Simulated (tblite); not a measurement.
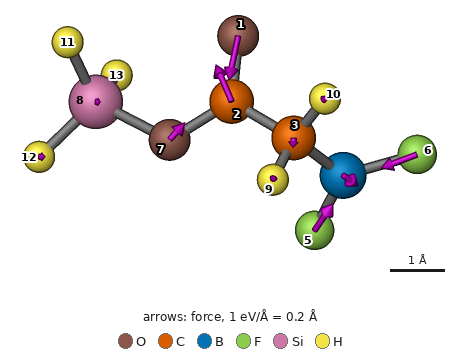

Starting geometry of C₂H₅BF₂O₂Si with the computed forces as purple arrows. Style: ball-and-stick. Shown from a free direction.

Level of theory: GFN2-xTB geometry optimisation, gas phase in tblite. 

Question: What follows when this structure is relaxed?

Answer: It isn't relaxed: the largest force vector, on an O atom, is 4.41 eV/Å. The final displacements follow the starting forces only in part (cosine between the two patterns 0.31). The largest move after the best rigid fit is that of an H atom, 0.48 Å. By element the largest moves are H 0.48 Å, F 0.33 Å, O 0.18 Å, B 0.15 Å, Si 0.14 Å, C 0.14 Å. Near-neighbour distances that change, for instance: B–F 1.441 → 1.313 Å, O–Si 1.744 → 1.668 Å, C–O 1.390 → 1.318 Å, C–O 1.267 → 1.200 Å. Among the angles between lasting bonds that change: O–Si–H 109.1° → 97.5°, C–C–O 120.0° → 112.6°, F–B–F 120.5° → 114.3°. After 72 geometry steps the energy has fallen by 1.087 eV. Cost: 1.3 s on 1 thread of Intel(R) Xeon(R) Processor @ 2.50GHz, on a shared host.
